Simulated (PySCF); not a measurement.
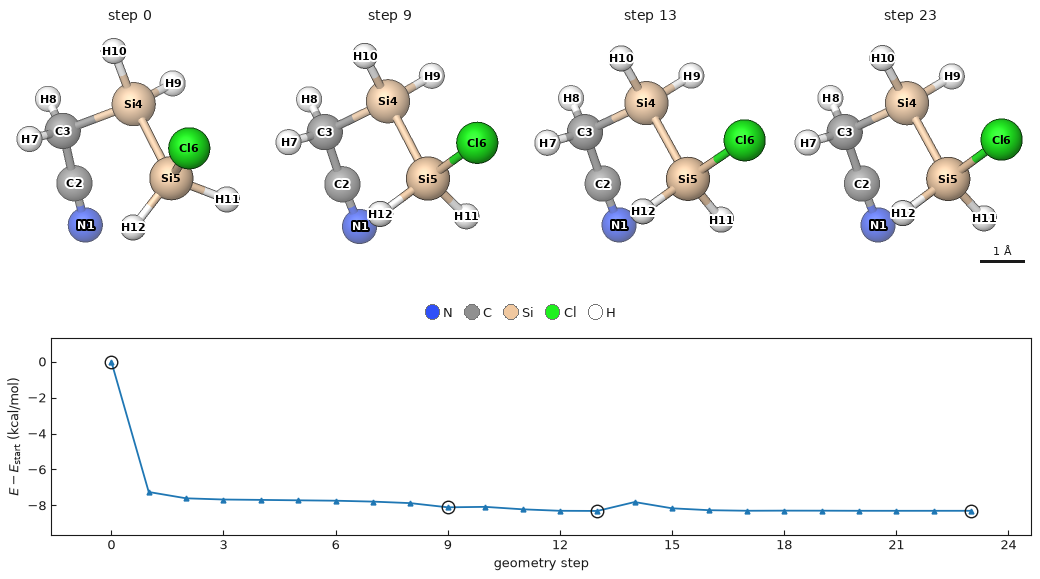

Frames of a relaxation of C2H6ClNSi2, marked on the history of the run. The picture is a ball-and-stick view, seen from a free direction.

The start comes from GFN2-xTB. Its atoms were then displaced at random by about 0.01 Å.

Computed with PySCF, PBE0-D3(BJ)/def2-SVP geometry optimisation, gas phase. 

What happens along the run?

Answer. Over 23 geometry steps the energy falls by 8.30 kcal/mol. The atom that moves furthest after the best rigid fit is Cl6 (0.86 Å). By element the largest moves are Cl 0.86 Å, H 0.73 Å, N 0.33 Å, C 0.22 Å, Si 0.17 Å. Among the contacts that change: Si5–Cl6 2.021 → 2.079 Å, C3–Si4 1.973 → 1.917 Å, Si4–Si5 2.291 → 2.344 Å, Si5–H12 1.447 → 1.492 Å. Bond angles that change, for instance: Si5–Si4–H10 118.6° → 110.4°, C3–Si4–H10 102.5° → 107.7°, Si5–Si4–H9 114.5° → 109.9°. Groups turn about Si4–Si5 by about 40°. From step 0 to 9: Cl6 moves most (0.72 Å), energy −8.11 kcal/mol. From step 9 to 13: H12 moves most (0.23 Å), energy −0.20 kcal/mol. From step 13 to 23: Cl6 moves most (0.09 Å), energy +0.01 kcal/mol.

```tsv
step	E − E(0), kcal/mol
0	0.00
1	-7.25
2	-7.60
3	-7.67
4	-7.69
5	-7.72
6	-7.74
7	-7.79
8	-7.87
9	-8.11
10	-8.08
11	-8.22
12	-8.30
13	-8.31
14	-7.81
15	-8.16
16	-8.27
17	-8.30
18	-8.29
19	-8.29
20	-8.30
21	-8.30
22	-8.30
23	-8.30
```
